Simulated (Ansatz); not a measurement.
CH6SSi2

Input file:

```
crystal:
  periodic: [false, false, false]
  atoms:
    - { symbol: Si, position_ang: [-1.3068, 0.735, -0.7836] }
    - { symbol: Si, position_ang: [-0.1702, -0.5882, 0.5487] }
    - { symbol: C, position_ang: [1.5916, -0.3587, 0.6606] }
    - { symbol: S, position_ang: [1.5319, -1.5579, -0.5164] }
    - { symbol: H, position_ang: [-0.49, 1.8118, -1.4382] }
    - { symbol: H, position_ang: [-2.395, 1.5176, -0.0126] }
    - { symbol: H, position_ang: [-2.0283, 0.0403, -1.875] }
    - { symbol: H, position_ang: [-0.7764, -1.5825, 1.4158] }
    - { symbol: H, position_ang: [2.0917, -0.6557, 1.6467] }
    - { symbol: H, position_ang: [2.0347, 0.5871, 0.3571] }
basis:
  gaussian: { orbitals: def2-SVP }
hamiltonian:
  xc: hf
relax:
  f_tol: 0.015
  max_steps: 40
output:
  orbitals: {}
```

Launched as:

```sh
ansatz run input.yaml --threads 1 --pin off --max-ram 2048MiB --backend cpu --events-out ev --progress --plain --runs-dir out
```

The fields are those of the relaxed geometry.

The calculation used Ansatz, RHF/def2-SVP.

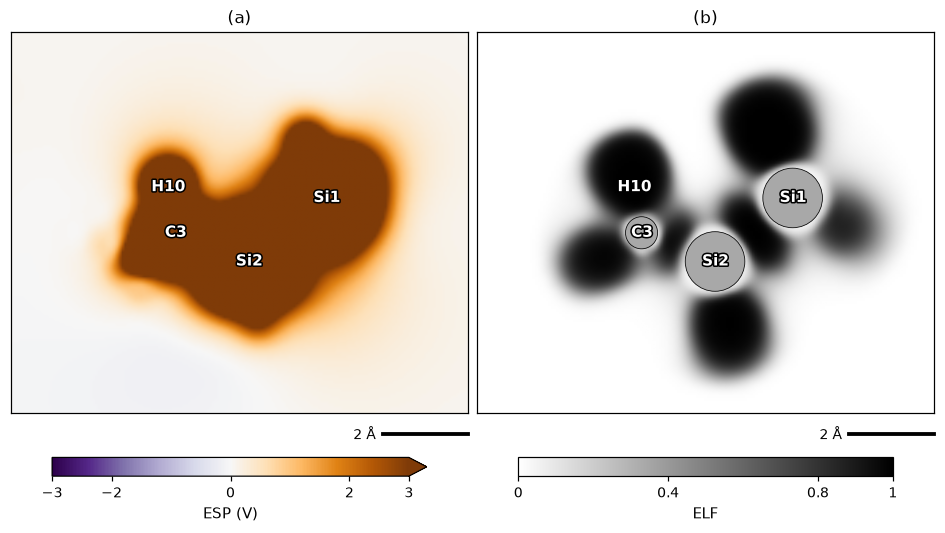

Figure 1. (a) molecular electrostatic potential; (b) ELF on the plane of atoms Si1, Si2 and C3. Grey discs cover the atomic cores in the ELF map.

Q: Read the bonding off the picture.

A: Atoms in the plane: Si, C and H. C–Si (1.85 Å): the ELF peaks at about 0.95 between the atoms: a shared electron pair. Si–Si (2.35 Å): the ELF peaks at about 1 between the atoms: a shared electron pair. C–H (1.09 Å): the ELF climbs to about 1 towards the hydrogen, as it does in any bond to H; a covalent bond by its length. The potential has no marked negative region in this plane.

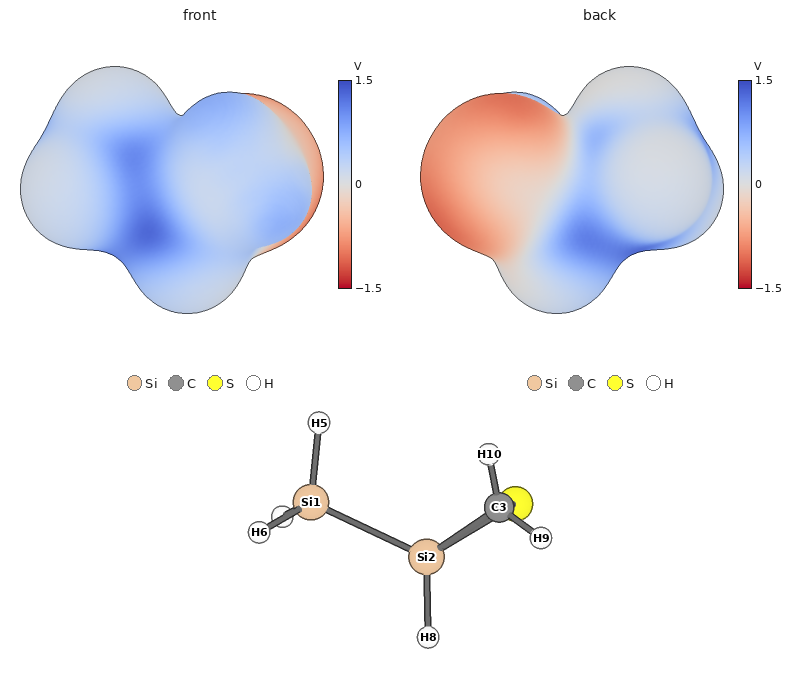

Figure 2. The electrostatic potential painted on the density surface at 0.001 e/bohr³, seen from the front and from behind; the colour scale runs from red (negative) to blue (positive). The bare structure is drawn below in the same view.

Q: Where is the surface potential most negative and most positive?

A: The most negative region (about −1.0 V, or −23 kcal/mol for a unit charge) lies over S4, the most positive (about +1.2 V, or +28 kcal/mol for a unit charge) over Si1 and Si2.

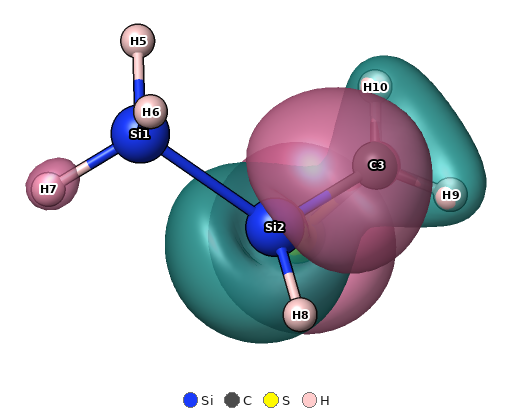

Figure 3. The HOMO−1 at ±0.08 Å⁻³ᐟ² (teal and pink are the two phases), seen at a tilt.

Q: Where does this orbital lie, and at what energy?

A: It lies mainly on S4 (about 40 %), Si2 (about 25 %) and C3 (about 25 %). Its energy is −10.38 eV.
